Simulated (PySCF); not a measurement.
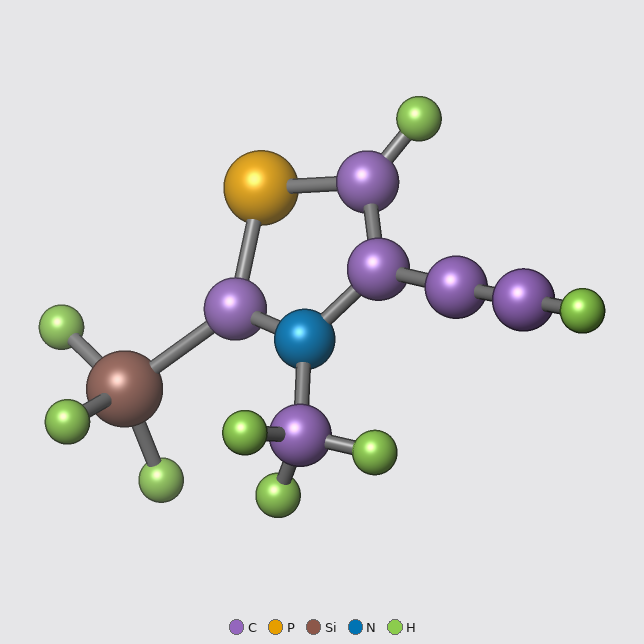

The computed structure is the end point of a GFN2-xTB optimisation. No frequency run is at hand to confirm it as a minimum. Level of theory: PBE0/pcSseg-1, gas phase (PySCF 2.14.0).

Computed properties:

The species is C6H8NPSi (`C#Cc1cpc([SiH3])n1C`).
- dipole moment: 3.14 D
- HOMO energy (Kohn–Sham orbital): −6.37 eV
- LUMO energy (Kohn–Sham orbital): −0.95 eV
- HOMO–LUMO gap: 5.42 eV

The geometry is semi-empirical. Around P, Si such bond lengths and angles can be off by a tenth of an ångström or more and by several degrees, and values that hang on the shape move with them.
